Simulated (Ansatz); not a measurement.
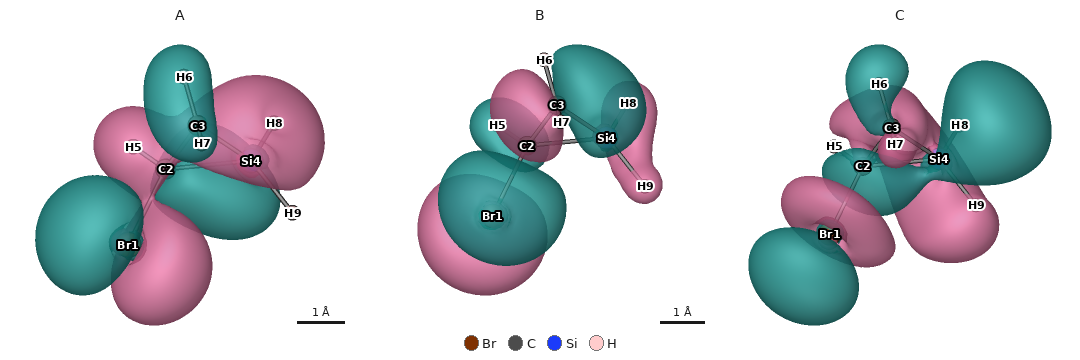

Figure. C₂H₅BrSi (SMILES BrC1C[SiH2]1). Three frontier orbitals at ±0.06 Å⁻³ᐟ² (teal and pink are the two phases), in no order.

Geometry: PBE0-D4/def2-TZVP.

All numbers below come from RKS PBE0-D4/def2-TZVPP (Ansatz 0.2.0).

Input file:

```
crystal:
  periodic: [false, false, false]
  atoms:
    - {symbol: Br, position_ang: [-2.315354, 0.394830, 0.844811]}
    - {symbol: C, position_ang: [-0.771507, 0.311419, -0.295129]}
    - {symbol: C, position_ang: [0.572356, 0.734697, 0.302952]}
    - {symbol: Si, position_ang: [0.472798, -1.052770, -0.179541]}
    - {symbol: H, position_ang: [-1.013157, 0.741072, -1.260268]}
    - {symbol: H, position_ang: [1.140957, 1.461103, -0.269186]}
    - {symbol: H, position_ang: [0.565423, 0.948776, 1.367187]}
    - {symbol: H, position_ang: [1.121658, -1.530312, -1.418441]}
    - {symbol: H, position_ang: [0.315325, -2.055115, 0.890514]}
basis:
  gaussian: {orbitals: def2-TZVPP}
hamiltonian: {xc: pbe0, dispersion: d4}
output: {orbitals: {seedname: orbitals}}
```

Launched as:

```sh
ansatz run in.yaml --threads 4 --pin off --events-out ev --progress --plain --max-ram 10444MiB
```

> Order the three orbitals by energy and name them.

B is the HOMO−1 (−7.68 eV). By Hirshfeld shares it lies mainly on Br1 (about 65 %), C3 (about 15 %), C2 (about 5 %) and Si4 (about 5 %). A is the HOMO (−6.95 eV). By Hirshfeld shares it lies mainly on Br1 (about 40 %), Si4 (about 25 %), C2 (about 20 %) and C3 (about 10 %). C is the LUMO (−0.51 eV). It lies mainly on Si4 (about 35 %), Br1 (about 30 %) and C2 (about 15 %).

> What is the HOMO–LUMO gap?

6.44 eV between the orbital energies.
